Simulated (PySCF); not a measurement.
Consider C4H7AlClN.

Input file:

```
{"job": {"kind": "uv", "xc": "PBE0", "basis": "def2-SVPD", "nstates": 8, "ntriplets": 3}, "charge": 0, "multiplicity": 1}
C      1.935655     1.808129     0.231230
N      1.332016     0.841363     0.179971
Al     1.113982    -1.184299     0.389047
Cl     2.018949    -1.779973    -1.341253
C     -0.906292    -1.152338     0.549598
C     -1.316062    -0.338292    -0.619929
C     -1.464548     0.983479    -0.619142
H      2.472995     2.719986     0.273331
H      1.973614    -1.341896     1.663339
H     -1.187506    -0.651413     1.482376
H     -1.416539    -2.119802     0.530503
H     -1.456216    -0.877551    -1.549985
H     -1.369279     1.562221     0.287112
H     -1.731448     1.529914    -1.508232
```

Launched as:

```sh
OMP_NUM_THREADS=1 python probes_run.py task.json out
```

Geometry: GFN2-xTB.

These are results of PBE0/def2-SVPD, SCF density, gas phase in PySCF, not measurements.

> What will maps of the electron density and electron localisation function show?

C–N (1.14 Å): ρ is about 3.6 e/Å³ halfway; the ELF peaks at about 0.85 between the atoms (a multiple bond).
C–C (1.33 Å): ρ at the midpoint is about 2.3 e/Å³; the ELF peaks at about 0.95 between the atoms: a multiple bond.
Al–N (2.05 Å): the density is about 0.41 e/Å³ at the midpoint; the ELF peaks at about 0.95 in the valence shell of N, 0.7 Å from its nucleus, and is about 0.60 at the midpoint.
C–H (1.06 Å): ρ at the midpoint is about 2.1 e/Å³; the ELF climbs to about 1 towards the hydrogen, as it does in any bond to H (an ordinary covalent bond to hydrogen).

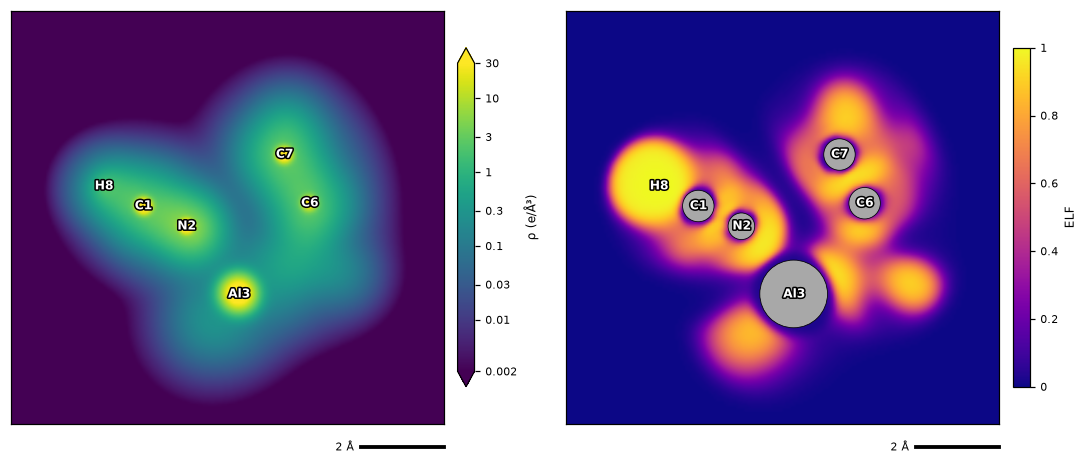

Computed electron density and electron localisation function on the plane of atoms C1, N2 and Al3, in this order. Grey discs cover the atomic cores in the ELF map. 
